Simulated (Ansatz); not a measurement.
# Si₄: single-point calculation

- system: Si₄, multiplicity 3
- method: UKS PBE0-D4/def2-TZVP (Ansatz 0.2.0)

The geometry comes from this level: r2SCAN-D4/def2-TZVP.

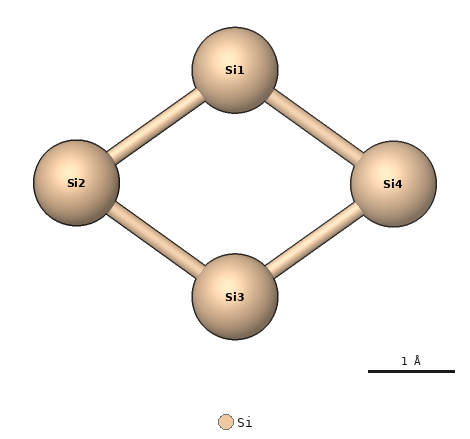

**Figure 1.** The structure (ball-and-stick view, seen on its broad side; atoms are numbered from 1 in the order of the input).

Results in brief:

```csv
quantity,value
outcome,converged
total energy,−31495.0081 eV
mean-field energy,−31494.7851 eV
dispersion energy,−0.2229 eV
⟨S²⟩,2.040
SCF solution under orbital rotations,stable
HOMO (either spin),−5.37 eV
LUMO (either spin),−3.97 eV
hardware,"4 threads of Arm Neoverse N1, 23 GiB of memory available, shared host"
wall time,4.5 s (CPU time 16 s)
peak memory,0.46 GiB
```

Input:
```yaml
crystal:
  periodic: [false, false, false]
  atoms:
    - {symbol: Si, position_ang: [-0.822202, -0.193055, -1.015485]}
    - {symbol: Si, position_ang: [-1.297332, -0.645421, 1.172604]}
    - {symbol: Si, position_ang: [0.823024, 0.192548, 1.016037]}
    - {symbol: Si, position_ang: [1.296520, 0.645928, -1.173165]}
basis:
  gaussian: {orbitals: def2-TZVP}
magnetization: {spin_polarized: true, initial_magnetization: 2}
hamiltonian: {xc: pbe0, dispersion: d4}
scf: {omitted_lower_state_checks: [starts]}
output: {orbitals: {seedname: orbitals}}
```

Run as:
```bash
ansatz run in.yaml --threads 4 --pin off --events-out ev --progress --plain --max-ram 3916MiB
```

Log:
```
Functional definition: PBE0
  name "PBE0"
  cite "Adamo & Barone, J. Chem. Phys. 110, 6158 (1999) doi:10.1063/1.478522"
  cite "Perdew, Burke & Ernzerhof, Phys. Rev. Lett. 77, 3865 (1996) doi:10.1103/PhysRevLett.77.3865"
  parent pbe
  parameter a = 0.25
  parameter kappa = 0.804
  parameter beta = 0.06672455060314922
  exchange = (1 - a)*pbe_x(kappa = kappa, mu = beta*pi^2/3) + a*exact_x
  correlation = pbe_c(beta = beta)
these checks for a lower state are left out or cut short: starts
1072 factors; their error is unknown
mean field evaluation 1: about -31492.5184 eV, gradient 1.7e1 eV
mean field evaluation 2: about -31491.5022 eV, gradient 2.1e1 eV
mean field evaluation 4: about -31494.6460 eV, gradient 9.0e-1 eV
mean field evaluation 8: about -31494.6517 eV, gradient 4.7e-2 eV
mean field evaluation 16: about -31494.7851 eV, gradient 1.5e-4 eV
mean field -31494.78511842 eV, -1157.4120051700 hartree, gradient 1.2e-5 eV, S^2 2.039576; 0 other end points of the search recorded, 0 dependent functions left out
reference -31494.78514360 eV, -1157.4120060954 hartree; 29, 27 occupied and 119, 121 virtual orbitals, 1072 factors
Total energy: -31495.00806484 eV, -1157.4201982998 hartree
Checks for a lower state left out: starts
```

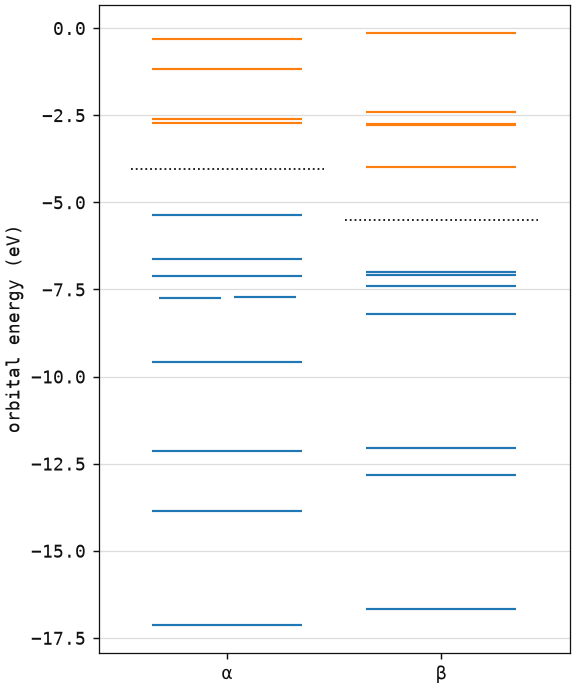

**Figure 2.** Orbital energies near the frontier for α and β spins; the dotted line parts filled from empty levels, and levels within 0.02 eV of each other stand side by side. α: highest filled −5.37 eV, lowest empty −2.71 eV, 2.66 eV apart; β: highest filled −7.01 eV, lowest empty −3.97 eV, 3.04 eV apart.
